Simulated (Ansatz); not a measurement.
## Run report: CH7BOSSi, geometry relaxation (part 1 of 2)

- system: CH7BOSSi, SMILES CB[SiH](O)S
- method: RKS PBE-D4/def2-SVP (Ansatz 0.2.0)

The geometry: force-field start. Figures and captions count atoms from 1; the log counts them from 0 in places.

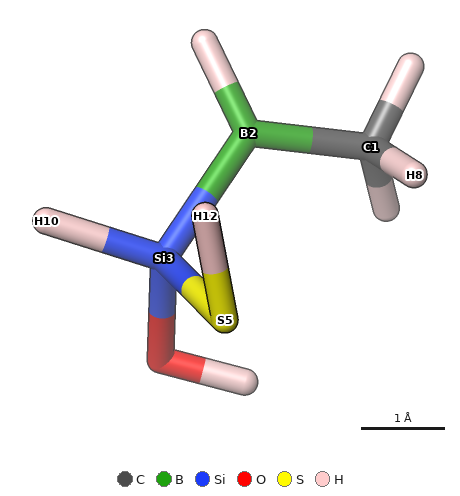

Fig. 1: The starting structure (stick view, seen at a tilt; atoms are numbered from 1 in the order of the input).

Key numbers

| quantity | value |
| --- | --- |
| outcome | converged |
| total energy | −22566.6202 eV |
| mean-field energy | −22566.3249 eV |
| dispersion energy | −0.2953 eV |
| SCF solution under orbital rotations | stable |
| largest force (length of the vector) at the end | 0.021 eV/Å |
| dipole moment | 0.49 D |
| hardware | 4 threads of Arm Neoverse V1, 23 GiB of memory available, shared host |
| wall time | 33 s (CPU time 2 min) |
| peak memory | 0.19 GiB |

Input
```yaml
crystal:
  periodic: [false, false, false]
  atoms:
    - {symbol: C, position_ang: [-1.511500, -0.306400, 0.775700]}
    - {symbol: B, position_ang: [-0.016300, -0.028600, 1.020900]}
    - {symbol: Si, position_ang: [1.204300, -0.036000, -0.478000]}
    - {symbol: O, position_ang: [1.266100, -1.554900, -1.249000]}
    - {symbol: S, position_ang: [0.704600, 1.495500, -1.878800]}
    - {symbol: H, position_ang: [-2.109400, -0.198900, 1.725400]}
    - {symbol: H, position_ang: [-1.685400, -1.256700, 0.306300]}
    - {symbol: H, position_ang: [-1.908200, 0.541000, 0.075500]}
    - {symbol: H, position_ang: [0.387800, 0.181200, 2.160300]}
    - {symbol: H, position_ang: [2.596900, 0.213500, 0.065400]}
    - {symbol: H, position_ang: [0.274800, -1.621500, -1.617700]}
    - {symbol: H, position_ang: [0.873200, 2.516700, -0.872000]}
basis:
  gaussian: {orbitals: def2-SVP}
hamiltonian: {xc: pbe, dispersion: d4}
relax: {f_tol: 0.03, max_steps: 200}
```

Launch command:
```bash
ansatz run in.yaml --threads 4 --pin off --events-out ev --progress --plain --max-ram 10444MiB
```

The program's output
```
Functional definition: PBE
  name "PBE"
  cite "Perdew, Burke & Ernzerhof, Phys. Rev. Lett. 77, 3865 (1996) doi:10.1103/PhysRevLett.77.3865"
  parent pbe
  parameter kappa = 0.804
  parameter beta = 0.06672455060314922
  exchange = pbe_x(kappa = kappa, mu = beta*pi^2/3)
  correlation = pbe_c(beta = beta)
1262 factors; their error is unknown
mean field evaluation 1: about -22554.5055 eV, gradient 7.0e1 eV
mean field evaluation 2: about -22502.8087 eV, gradient 1.6e2 eV
mean field evaluation 4: about -22565.2998 eV, gradient 9.0e0 eV
mean field evaluation 8: about -22565.4884 eV, gradient 2.8e-1 eV
mean field evaluation 16: about -22565.4187 eV, gradient 9.9e-4 eV
mean field -22565.41871716 eV, -829.2638424654 hartree, gradient 6.3e-5 eV, S^2 0.000000; 0 other end points of the search recorded, 0 dependent functions left out
the calculation of the forces begins
reference -22565.41875336 eV, -829.2638437959 hartree; 28, 28 occupied and 85, 85 virtual orbitals, 1262 factors
relax step   1: F+E_penalty+E_count = -22565.69894341 eV  Δ(F+E_penalty+E_count) = +0.000e0 eV  max|allowed force component| = 3.159e0 eV/Å  Δτ_max = 0.0000 Å  (29 SCF iters, accepted)
these checks for a lower state are left out or cut short: starts, cluster_reference, orbital_swaps, neighbouring_geometries, increment
1262 factors; their error is unknown
mean field -22565.86805038 eV, -829.2803551569 hartree, gradient 1.1e-5 eV, S^2 0.000000; 0 other end points of the search recorded, 0 dependent functions left out
[... from here on the field's lines of each further geometry are left out, up to the last ...]
relax step   2: F+E_penalty+E_count = -22566.14394451 eV  Δ(F+E_penalty+E_count) = -4.450e-1 eV  max|allowed force component| = 1.653e0 eV/Å  Δτ_max = 0.1944 Å  (29 SCF iters, accepted)
relax step   3: F+E_penalty+E_count = -22566.23070985 eV  Δ(F+E_penalty+E_count) = -8.677e-2 eV  max|allowed force component| = 6.407e-1 eV/Å  Δτ_max = 0.0927 Å  (29 SCF iters, accepted)
relax step   4: F+E_penalty+E_count = -22566.26259414 eV  Δ(F+E_penalty+E_count) = -3.188e-2 eV  max|allowed force component| = 5.017e-1 eV/Å  Δτ_max = 0.0857 Å  (29 SCF iters, accepted)
relax step   5: F+E_penalty+E_count = -22566.29288807 eV  Δ(F+E_penalty+E_count) = -3.029e-2 eV  max|allowed force component| = 3.193e-1 eV/Å  Δτ_max = 0.1599 Å  (29 SCF iters, accepted)
relax step   6: F+E_penalty+E_count = -22566.32038382 eV  Δ(F+E_penalty+E_count) = -2.750e-2 eV  max|allowed force component| = 3.709e-1 eV/Å  Δτ_max = 0.1944 Å  (29 SCF iters, accepted)
relax step   7: F+E_penalty+E_count = -22566.33823598 eV  Δ(F+E_penalty+E_count) = -1.785e-2 eV  max|allowed force component| = 6.168e-1 eV/Å  Δτ_max = 0.1981 Å  (29 SCF iters, accepted)
relax step   8: F+E_penalty+E_count = -22566.35623934 eV  Δ(F+E_penalty+E_count) = -1.800e-2 eV  max|allowed force component| = 5.539e-1 eV/Å  Δτ_max = 0.1949 Å  (30 SCF iters, accepted)
relax step   9: F+E_penalty+E_count = -22566.38508442 eV  Δ(F+E_penalty+E_count) = -2.885e-2 eV  max|allowed force component| = 1.662e-1 eV/Å  Δτ_max = 0.1999 Å  (28 SCF iters, accepted)
relax step  10: F+E_penalty+E_count = -22566.30905816 eV  Δ(F+E_penalty+E_count) = +7.603e-2 eV  max|allowed force component| = 5.726e-1 eV/Å  Δτ_max = 0.1455 Å  (29 SCF iters, rejected (line search))
relax step  11: F+E_penalty+E_count = -22566.39734035 eV  Δ(F+E_penalty+E_count) = -1.226e-2 eV  max|allowed force component| = 1.341e-1 eV/Å  Δτ_max = 0.0710 Å  (29 SCF iters, accepted)
relax step  12: F+E_penalty+E_count = -22566.40612810 eV  Δ(F+E_penalty+E_count) = -8.788e-3 eV  max|allowed force component| = 1.846e-1 eV/Å  Δτ_max = 0.0959 Å  (29 SCF iters, accepted)
relax step  13: F+E_penalty+E_count = -22566.42253593 eV  Δ(F+E_penalty+E_count) = -1.641e-2 eV  max|allowed force component| = 2.557e-1 eV/Å  Δτ_max = 0.1430 Å  (29 SCF iters, accepted)
relax step  14: F+E_penalty+E_count = -22566.45383893 eV  Δ(F+E_penalty+E_count) = -3.130e-2 eV  max|allowed force component| = 2.798e-1 eV/Å  Δτ_max = 0.1962 Å  (29 SCF iters, accepted)
relax step  15: F+E_penalty+E_count = -22566.46824035 eV  Δ(F+E_penalty+E_count) = -1.440e-2 eV  max|allowed force component| = 1.010e0 eV/Å  Δτ_max = 0.1910 Å  (35 SCF iters, accepted)
relax step  16: F+E_penalty+E_count = -22566.53983380 eV  Δ(F+E_penalty+E_count) = -7.159e-2 eV  max|allowed force component| = 5.451e-1 eV/Å  Δτ_max = 0.1930 Å  (30 SCF iters, accepted)
relax step  17: F+E_penalty+E_count = -22566.57566564 eV  Δ(F+E_penalty+E_count) = -3.583e-2 eV  max|allowed force component| = 6.744e-1 eV/Å  Δτ_max = 0.1754 Å  (29 SCF iters, accepted)
relax step  18: F+E_penalty+E_count = -22566.60211238 eV  Δ(F+E_penalty+E_count) = -2.645e-2 eV  max|allowed force component| = 4.358e-1 eV/Å  Δτ_max = 0.0960 Å  (29 SCF iters, accepted)
relax step  19: F+E_penalty+E_count = -22566.61803814 eV  Δ(F+E_penalty+E_count) = -1.593e-2 eV  max|allowed force component| = 1.014e-1 eV/Å  Δτ_max = 0.0482 Å  (30 SCF iters, accepted)
relax step  20: F+E_penalty+E_count = -22566.61978168 eV  Δ(F+E_penalty+E_count) = -1.744e-3 eV  max|allowed force component| = 4.764e-2 eV/Å  Δτ_max = 0.0233 Å  (30 SCF iters, accepted)
the calculation of the forces begins
reference -22566.32493429 eV, -829.2971453308 hartree; 28, 28 occupied and 85, 85 virtual orbitals, 1262 factors
relax step  21: F+E_penalty+E_count = -22566.62015219 eV  Δ(F+E_penalty+E_count) = -3.705e-4 eV  max|allowed force component| = 1.780e-2 eV/Å  Δτ_max = 0.0117 Å  (31 SCF iters, accepted)
```

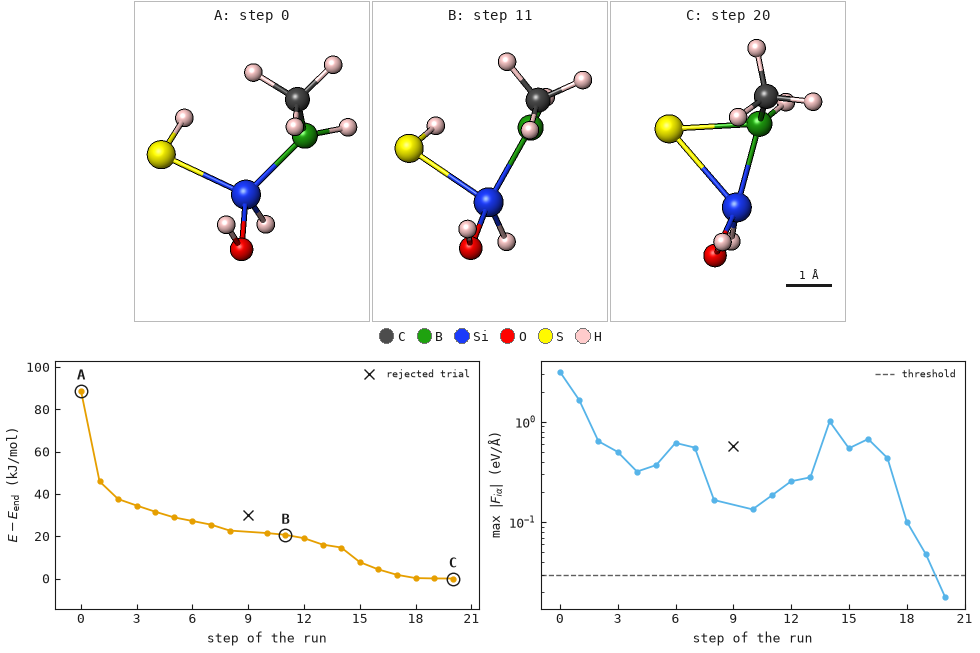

Fig. 2: Frames of the relaxation (ball-and-stick view, seen at a tilt) above the curves, on which the letters mark them (the first geometry is step 0 here and step 1 in the log).

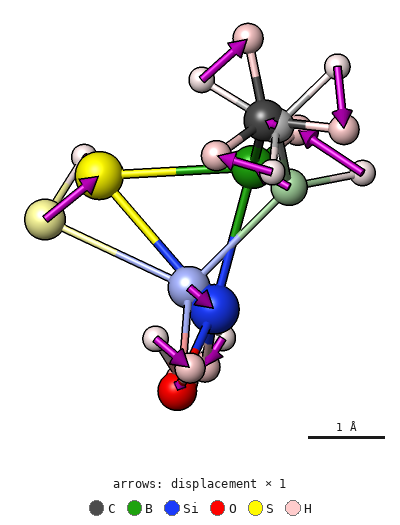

Fig. 3: Start (faint) and end (solid) with the displacements as pink arrows, at true length (ball-and-stick view, seen at a tilt). The two geometries are laid on each other by the best rigid fit. H9 moves most after the best rigid fit: 1.10 Å. By element the largest moves are H 1.10 Å, S 0.93 Å, B 0.57 Å, Si 0.45 Å, C 0.17 Å, O 0.17 Å. Among the contacts that change: B2–S5 3.354 → 2.104 Å, Si3–S5 2.135 → 2.356 Å, O4–H11 1.060 → 0.975 Å, S5–H12 1.444 → 1.363 Å. New bonds form: B2–S5 (3.35 → 2.10 Å). Among the angles that change: B2–Si3–S5 111.0° → 57.4°, B2–Si3–H10 107.6° → 128.1°, B2–Si3–O4 112.2° → 127.5°. Over 20 geometry steps the energy falls by 88.9 kJ/mol. The largest force component goes from 3.2 to 0.018 eV/Å. The line search rejected the trial step at point 9 (counted from 0) and went back. (Atoms are counted from 1 in the order of the input.)

```
1262 factors; their error is unknown
mean field -22566.32489878 eV, -829.2971440258 hartree, gradient 2.0e-5 eV, S^2 0.000000; 1 other end points of the search recorded, 0 dependent functions left out
the calculation of the forces begins
reference -22566.32493429 eV, -829.2971453308 hartree; 28, 28 occupied and 85, 85 virtual orbitals, 1262 factors
Total energy: -22566.62018770 eV, -829.3079956934 hartree
Atom 0 at    -1.574968    -0.219155     0.650406 Å, force    -0.005927    -0.005537     0.002439 eV/Å
Atom 1 at    -0.117063     0.433967     0.701009 Å, force     0.009067     0.004253     0.004538 eV/Å
Atom 2 at     1.381781    -0.385826    -0.278566 Å, force    -0.003097    -0.017803    -0.006085 eV/Å
Atom 3 at     1.315320    -1.659064    -1.370957 Å, force    -0.011903     0.011213     0.013481 eV/Å
Atom 4 at     0.243534     1.522346    -1.063143 Å, force    -0.011353    -0.007723    -0.011641 eV/Å
Atom 5 at    -1.678994    -0.937827     1.491832 Å, force    -0.001763     0.002402    -0.001156 eV/Å
Atom 6 at    -1.810983    -0.777561    -0.280733 Å, force     0.000234    -0.000207    -0.001576 eV/Å
Atom 7 at    -2.366383     0.548754     0.780969 Å, force     0.001655    -0.001571    -0.001157 eV/Å
Atom 8 at     0.216727     1.131275     1.645858 Å, force    -0.005426    -0.003666    -0.001412 eV/Å
Atom 9 at     2.820046     0.037447    -0.292316 Å, force     0.008720     0.004233    -0.006038 eV/Å
Atom 10 at     0.468630    -2.142027    -1.360628 Å, force     0.007121     0.005846     0.001064 eV/Å
Atom 11 at     1.179254     2.392572    -0.589733 Å, force     0.012672     0.008560     0.007544 eV/Å
Dipole moment:     0.038900    -0.087425    -0.036634 e Å
```

Trajectory as extended XYZ (Å, eV, eV/Å), 18 of the 21 frames kept, from step=1 to step=21
```
12
Properties=species:S:1:pos:R:3:forces:R:3 step=1 energy=-22565.69894
C    -1.5115   -0.3064    0.7757   -1.1729   2.4729   0.9215
B    -0.0163   -0.0286    1.0209   -0.5100  -0.1105   0.8326
Si    1.2043   -0.0360   -0.4780    2.0872  -0.2311   0.2672
O     1.2661   -1.5549   -1.2490   -3.1586   0.2549  -1.0926
S     0.7046    1.4955   -1.8788   -0.0574   1.6309   0.5240
H    -2.1094   -0.1989    1.7254    0.0808  -0.3768  -0.5693
H    -1.6854   -1.2567    0.3063   -0.3913  -1.0360  -0.6906
H    -1.9082    0.5410    0.0755    0.5199  -1.1905   0.5731
H     0.3878    0.1812    2.1603    0.0219   0.1226  -0.1459
H     2.5969    0.2135    0.0654    0.0439  -0.1134  -0.3429
H     0.2748   -1.6215   -1.6177    2.7338  -0.3089   0.8351
H     0.8732    2.5167   -0.8720   -0.1972  -1.1142  -1.1123
12
Properties=species:S:1:pos:R:3:forces:R:3 step=2 energy=-22566.14394
C    -1.5661   -0.3076    0.8151   -0.2483   0.6463   0.1188
B    -0.0444   -0.0395    1.0328   -0.0471   0.1681   0.5802
Si    1.3105   -0.0226   -0.4316    0.5219  -0.5045  -0.5761
O     1.2509   -1.4901   -1.3193   -1.6532   0.2251  -0.0243
S     0.7421    1.5115   -1.8701    0.0352   0.6456   0.4761
H    -2.1973   -0.2625    1.7342    0.1715  -0.0966  -0.2379
H    -1.7503   -1.2563    0.2871   -0.1336  -0.2819  -0.2344
H    -1.9339    0.4965    0.1089    0.1556  -0.3682   0.2054
H     0.3571    0.2518    2.1543   -0.0518   0.0525  -0.0323
H     2.7611    0.1690   -0.0286   -0.2549  -0.1079  -0.0336
H     0.2673   -1.6117   -1.5386    1.5944  -0.0772   0.2218
H     0.8799    2.5064   -0.9103   -0.0897  -0.3015  -0.4637
12
Properties=species:S:1:pos:R:3:forces:R:3 step=3 energy=-22566.23071
C    -1.5659   -0.3025    0.8220    0.0970  -0.4155  -0.0544
B    -0.0434   -0.0142    1.0599    0.0629   0.0938   0.1672
Si    1.3224   -0.0417   -0.4432    0.0321  -0.4091  -0.1192
O     1.2320   -1.5332   -1.2943   -0.5800   0.6407   0.0891
S     0.7403    1.5655   -1.8337   -0.0089  -0.1393  -0.1349
H    -2.2104   -0.3446    1.7248    0.0894   0.0408  -0.0857
H    -1.7392   -1.2270    0.2135    0.0406   0.1637   0.1011
H    -1.9305    0.5080    0.1551   -0.0631   0.1655  -0.0629
H     0.3458    0.3201    2.1745   -0.0606   0.0482  -0.0734
H     2.7782    0.0998   -0.0628   -0.1694  -0.0556  -0.0323
H     0.2847   -1.6747   -1.5340    0.5211  -0.1354   0.0562
H     0.8629    2.5894   -0.9479    0.0390   0.0020   0.1491
12
Properties=species:S:1:pos:R:3:forces:R:3 step=5 energy=-22566.29289
C    -1.5239   -0.3316    0.7969    0.1035  -0.3193  -0.0562
B    -0.0330    0.0630    1.0788    0.0149   0.0415  -0.0959
Si    1.3012   -0.0624   -0.4500   -0.0316  -0.2287  -0.0527
O     1.1665   -1.4983   -1.3534   -0.1529   0.2612   0.2197
S     0.7273    1.5832   -1.7910    0.0111   0.0123   0.1139
H    -2.1756   -0.4471    1.6835   -0.0359   0.0474   0.0056
H    -1.6378   -1.2276    0.1373    0.0164   0.1442   0.1190
H    -1.9236    0.5028    0.1723   -0.0128   0.0881   0.0437
H     0.2970    0.5575    2.1562   -0.0830  -0.0122  -0.2067
H     2.7535    0.0202   -0.0994    0.0959   0.0088  -0.0139
H     0.2295   -1.7420   -1.4764    0.0750  -0.0804  -0.0614
H     0.8958    2.5272   -0.8208   -0.0007   0.0373  -0.0152
```
